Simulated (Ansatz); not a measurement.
ClH₃Si···NH₃···H₂O

The calculation's input:

```
crystal:
  periodic: [false, false, false]
  atoms:
    - { symbol: Si, position_ang: [0.321239, 0.098207, -2.046851] }
    - { symbol: Cl, position_ang: [1.335195, -1.323158, -0.84581] }
    - { symbol: H, position_ang: [0.931567, 1.438991, -1.901985] }
    - { symbol: H, position_ang: [-1.134743, 0.064717, -1.777247] }
    - { symbol: H, position_ang: [0.561892, -0.38789, -3.435705] }
    - { symbol: H, position_ang: [-0.348423, 0.488329, 1.462057] }
    - { symbol: "N", position_ang: [-0.177038, 1.251425, 0.804394] }
    - { symbol: H, position_ang: [0.255786, -1.722141, 1.517163] }
    - { symbol: O, position_ang: [-0.354837, -1.629989, 2.265333] }
    - { symbol: H, position_ang: [0.705758, 1.673658, 1.09633] }
    - { symbol: H, position_ang: [-0.897216, 1.954621, 0.978875] }
    - { symbol: H, position_ang: [-1.19928, -1.906868, 1.883346] }
basis:
  gaussian: { orbitals: def2-SVP }
hamiltonian:
  xc: b3lyp
  dispersion: d4
relax:
  f_tol: 0.03
  max_steps: 50
output:
  orbitals: {}
```

Launched as:

```sh
ansatz run input.yaml --threads 2 --pin off --max-ram 3072MiB --backend cpu --events-out ev --progress --plain --runs-dir out
```

The fields are those of the run's last geometry, not of the input's.

Computed with Ansatz 0.2.0, RKS B3LYP-D4/def2-SVP.

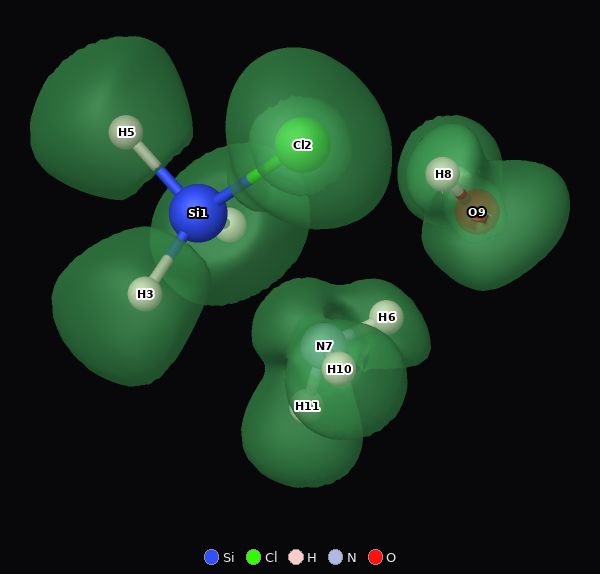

Figure 1. Isosurface of the ELF at 0.75 (green), seen at a tilt. Core shells and regions of very low density are left out.

Identify the bonds, lone pairs and shells in this picture.

The surface consists of three regions around hydrogen nuclei, one region on Cl in which the atom's valence shell and bonds are merged, one joined region spread over several atoms (H, N), in which their bonds and any lone pairs are merged and one joined region spread over several atoms (H, O), in which their bonds and any lone pairs are merged.


Si1···N7 (2.54 Å): the ELF peaks at about 0.95 in the valence shell of N, 0.7 Å from its nucleus, and is about 0.35 at the midpoint. Si–Cl (2.13 Å): the ELF peaks at about 0.90 between the atoms; a polar covalent bond.

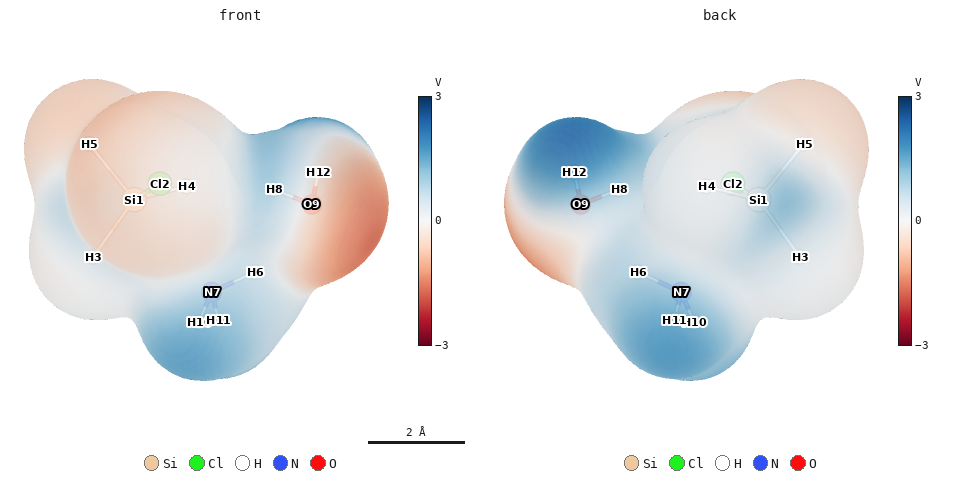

Figure 2. The electrostatic potential painted on the density surface at 0.002 e/bohr³, seen from the front and from behind; the colour scale runs from red (negative) to blue (positive).

Which sites attract a positive test charge, and which a negative one?

A positive charge is drawn to the negative regions and a negative charge to the positive ones. The most negative region (about −1.6 V) lies over O9, the most positive (about +2.2 V) over H12. O9 is the likeliest acceptor of a hydrogen bond.

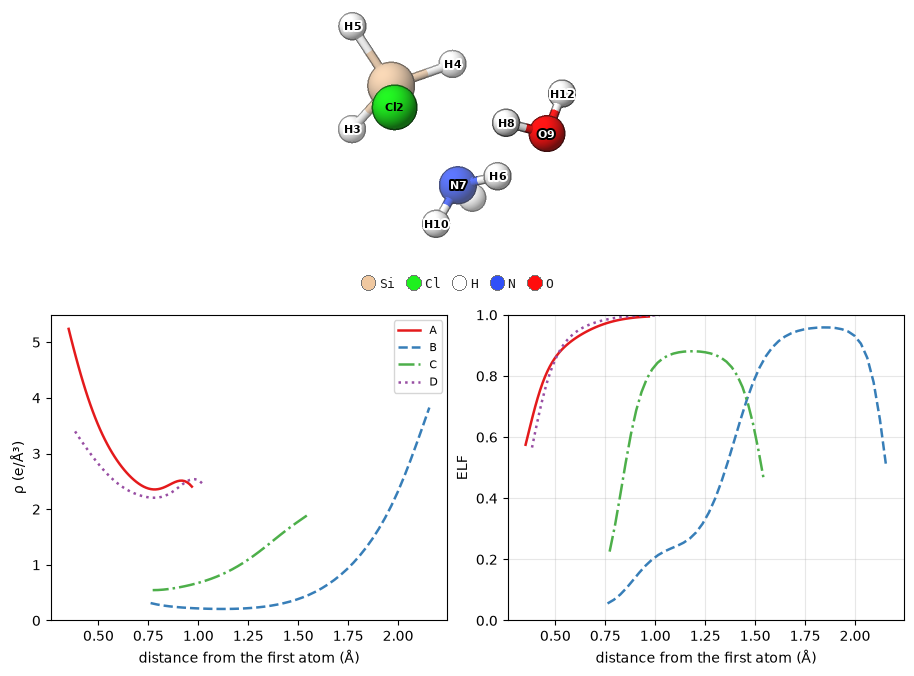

Figure 3. Total electron density and ELF along straight lines between neighbouring atoms. The curves leave out the atomic cores. The structure is drawn too.

Which curve belongs to which contact (N–H, O–H, Si–Cl and Si–N)? The first atom named is at distance zero.

Curve A: O–H (0.97 Å): the density is about 3.6 e/Å³ at the midpoint; the ELF climbs to about 1 towards the hydrogen, as it does in any bond to H: an ordinary covalent bond to hydrogen. Curve B: Si1···N7 (2.54 Å): the density falls to about 0.21 e/Å³ on the way; the ELF peaks at about 0.95 in the valence shell of N, 0.7 Å from its nucleus, and is about 0.35 at the midpoint. Curve C: Si–Cl (2.13 Å): the density is about 0.75 e/Å³ at the midpoint; the ELF peaks at about 0.90 between the atoms: a polar covalent bond. Curve D: N–H (1.02 Å): ρ is about 2.8 e/Å³ halfway; the ELF climbs to about 1 towards the hydrogen (an ordinary covalent bond to hydrogen).
